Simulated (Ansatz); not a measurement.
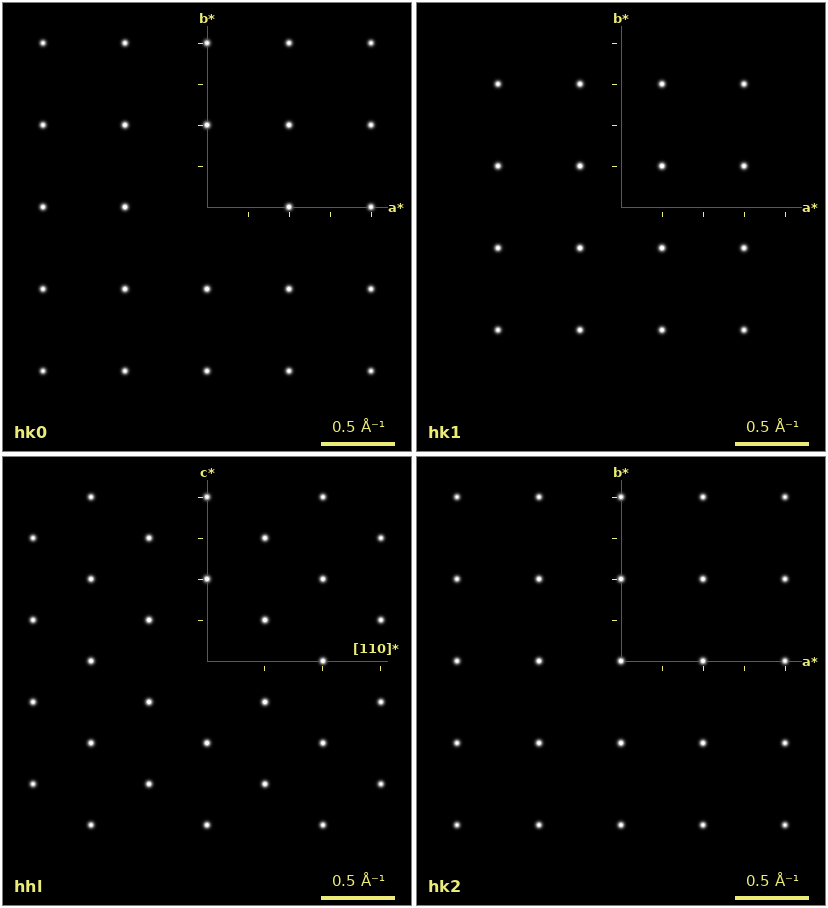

Simulated precession-type sections (neutrons; kinematic intensities, B = 0.5 Å²). The ticks mark integer indices of the conventional cell.

Question: What cell do the layers give?

Answer: a* = 0.284, b* = 0.284, c* = 0.284 Å⁻¹; the cell is cubic with a = 3.52 Å.

Question: List the systematic absences.

Answer: Reflections are present only under these conditions. hkl: h + k = 2n, h + l = 2n; hk0: h = 2n, k = 2n; hhl: h + l = 2n; h00: h = 2n. The lattice is face-centred (F).

Question: Which space groups fit?

Answer: The intensities have Laue symmetry m-3m (the hk0 layer shows 4mm, hk1 shows 4mm). With these conditions the candidates are F432 (No. 209), F-43m (No. 216), Fm-3m (No. 225). Diffraction geometry alone does not choose among them; the structure has Fm-3m. The compound is Ni. Structure: the input geometry of an electronic-structure calculation (not necessarily at equilibrium).
